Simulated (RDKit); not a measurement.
## Run report: CH5FGa (charge −1), property calculation

System: CH5FGa, charge −1, SMILES [CH3][GaH2-][F].
Method: EHT (RDKit 2026.09.1).

The geometry comes from this level: GFN2-xTB.

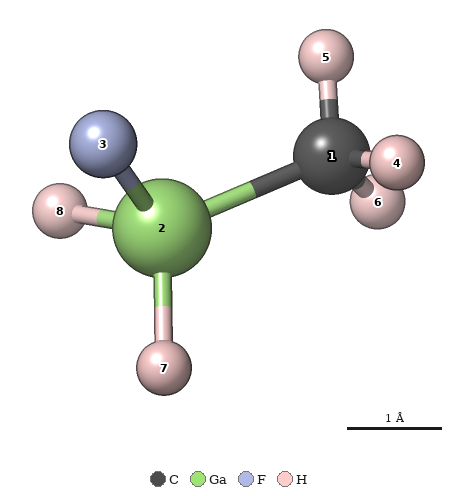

Figure 1. The structure (ball-and-stick view, seen at a tilt; atoms are numbered from 1 in the order of the input). Sticks mark near contacts. Bond lengths as drawn: C–Ga 2.04 Å, C–H 1.10 Å, F–Ga 1.80 Å and Ga–H 1.57 Å.

## Input (run.py)
```python
# eht eht with RDKit
import json
import numpy as np
from rdkit import Chem
from rdkit.Chem import AllChem
from rdkit.Chem import rdDetermineBonds
from rdkit.Chem import rdEHTTools

molecule = Chem.MolFromXYZFile("mol.xyz")
symbols = [a.GetSymbol() for a in molecule.GetAtoms()]
start = molecule.GetConformer().GetPositions().copy()

molecule.GetAtomWithIdx(0).SetFormalCharge(-1)  # sets the electron count
ok, res = rdEHTTools.RunMol(molecule, keepOverlapAndHamiltonianMatrices=True)
if not ok:
    raise RuntimeError("the extended Hueckel run failed")
eps = np.array(res.GetOrbitalEnergies())
nel = res.numElectrons
homo = (nel + 1) // 2 - 1
print(f"{res.numOrbitals} orbitals, {nel} valence electrons, sum of one-electron energies {res.totalEnergy:.4f} eV")
for i in range(max(0, homo - 8), min(len(eps), homo + 6)):
    print(f"{i + 1:4d} {eps[i]:10.4f} eV", "(HOMO)" if i == homo else "(LUMO)" if i == homo + 1 else "")
q = np.array(res.GetAtomicCharges())
print("Mulliken charges:", " ".join(f"{a}{i + 1}={c:+.3f}" for i, (a, c) in enumerate(zip(symbols, q))))
op = res.GetReducedOverlapPopulationMatrix()
pairs = [(k, i, op[i * (i + 1) // 2 + k]) for i in range(len(symbols)) for k in range(i) if abs(op[i * (i + 1) // 2 + k]) > 0.1]
print("reduced overlap populations above 0.1")
for k, i, p in pairs:
    print(f"  {symbols[k]}{k + 1}-{symbols[i]}{i + 1} {p:7.3f}")
json.dump(dict(symbols=symbols, start=start.tolist(), energy=res.totalEnergy * 23.060548, homo=eps[homo], lumo=eps[homo + 1] if homo + 1 < len(eps) else None, orbital_energies=eps.round(4).tolist(), charges_mulliken=q.tolist(), bond_orders=[[k + 1, i + 1, round(p, 4)] for k, i, p in pairs], nel=nel), open("results.json", "w"))
```

## File mol.xyz
```
8

C     -0.538260     0.893150    -0.334330
Ga     0.416980    -0.825330     0.196970
F      1.368980    -0.483590     1.683120
H      0.168630     1.714270    -0.513190
H     -1.217840     1.243820     0.453810
H     -1.143300     0.805830    -1.244350
H      1.478060    -1.338290    -0.842320
H     -0.533260    -2.009860     0.600290
```

Launched with:
```bash
python run.py
```

## The program's output
```
17 orbitals, 20 valence electrons, sum of one-electron energies -390.1685 eV
   2   -24.6791 eV
   3   -18.5720 eV
   4   -18.1431 eV
   5   -18.1376 eV
   6   -16.7859 eV
   7   -15.4948 eV
   8   -15.4749 eV
   9   -14.1812 eV
  10   -13.0009 eV (HOMO)
  11     3.4354 eV (LUMO)
  12     3.6065 eV
  13     5.5730 eV
  14     7.8274 eV
  15     8.1400 eV
Mulliken charges: C1=-0.563 Ga2=+1.074 F3=-0.796 H4=+0.032 H5=+0.032 H6=+0.032 H7=-0.405 H8=-0.405
reduced overlap populations above 0.1
  C1-Ga2   0.571
  Ga2-F3   0.288
  C1-H4   0.788
  C1-H5   0.788
  C1-H6   0.789
  Ga2-H7   0.649
  Ga2-H8   0.649
```

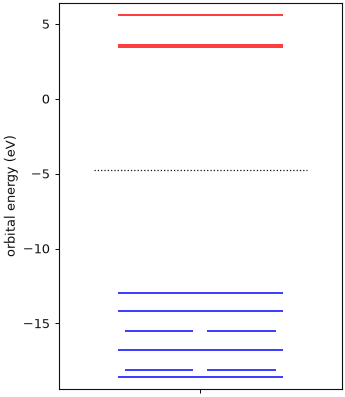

Figure 2. Orbital energies near the frontier; the dotted line parts filled from empty levels, and levels within 0.02 eV of each other stand side by side. Highest filled −13.00 eV, lowest empty 3.44 eV, 16.44 eV apart.

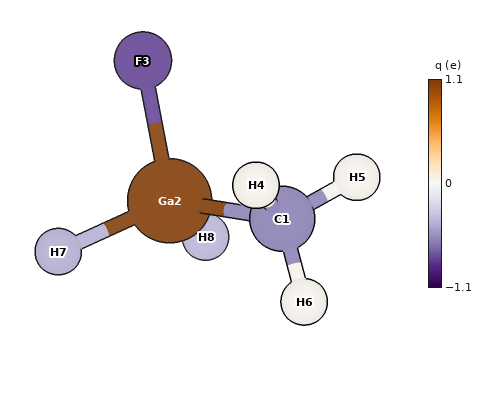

Figure 3. Mulliken charges, as the colour of each atom (ball-and-stick view, seen at a tilt; atoms are numbered from 1 in the order of the input). By element: C −0.56, Ga +1.07, F −0.80 and H −0.41 to +0.03 e.

## Key numbers

```csv
quantity,value
outcome,converged
total energy,−14.338427 hartree
HOMO,−13.00 eV
LUMO,3.44 eV
hardware,"1 thread of Intel Xeon (Sapphire Rapids), 16 GiB of memory available, shared host"
peak memory,0.073 GiB
```
